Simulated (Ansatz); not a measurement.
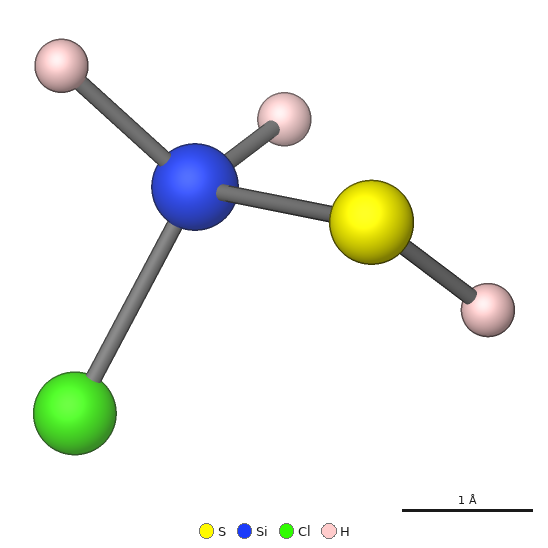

Identify the structure.

It has 6 atoms: 1 chlorine, 3 hydrogen, 1 sulfur and 1 silicon (ClH₃SSi). As SMILES it reads `S[SiH2]Cl`. It has no ring. Among its groups: Si–H bond. The point group is C1. Coordination: 1 S bent; 1 Si tetrahedral.

The parts below concern this one geometry. Atoms keep their numbers from picture to picture. The geometry was computed by an optimisation with PBE0-D4/def2-TZVP.

**Vibrations**

Harmonic vibrations computed with RKS PBE0-D4/def2-TZVP (Ansatz 0.2.0) at a stationary point of the same level.

How many vibrational modes are there, and where do they lie?

Answer. 12 modes: 162, 218, 491, 509, 572, 695, 800, 870, 932, 2256, 2273, 2708 cm⁻¹.

**Charges**

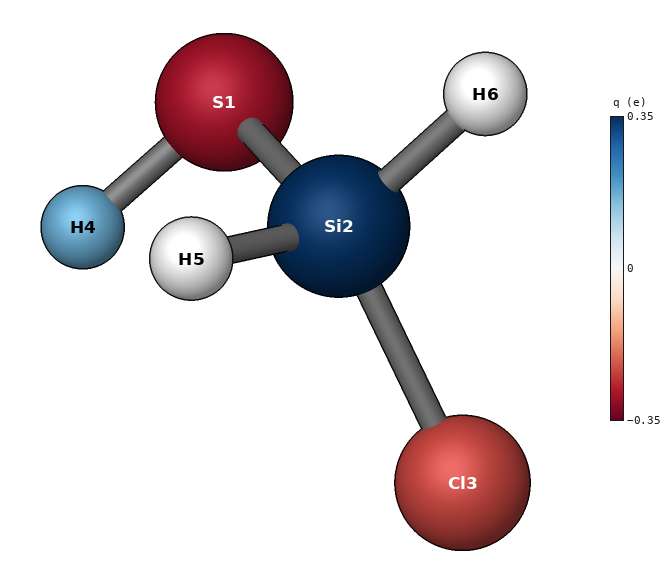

Atoms are coloured by their Mulliken charges. Level of theory: RKS PBE0-D4/def2-TZVP (Ansatz 0.2.0).

Give the Mulliken charges atom by atom.

```json
{"atom": "S1", "value (e)": "−0.29"}
{"atom": "Si2", "value (e)": "0.35"}
{"atom": "Cl3", "value (e)": "−0.23"}
{"atom": "H4", "value (e)": "0.18"}
{"atom": "H5", "value (e)": "0.00"}
{"atom": "H6", "value (e)": "0.00"}
```

**Electronic properties**

Properties computed with RKS r2SCANh-D4/def2-TZVPP (Ansatz 0.2.0).

What does the calculation give?

- HOMO energy (Kohn–Sham orbital): −7.44 eV
- LUMO energy (Kohn–Sham orbital): −0.27 eV
- HOMO–LUMO gap: 7.16 eV

Mulliken values depend strongly on the basis set and can even reverse the polarity of a bond.
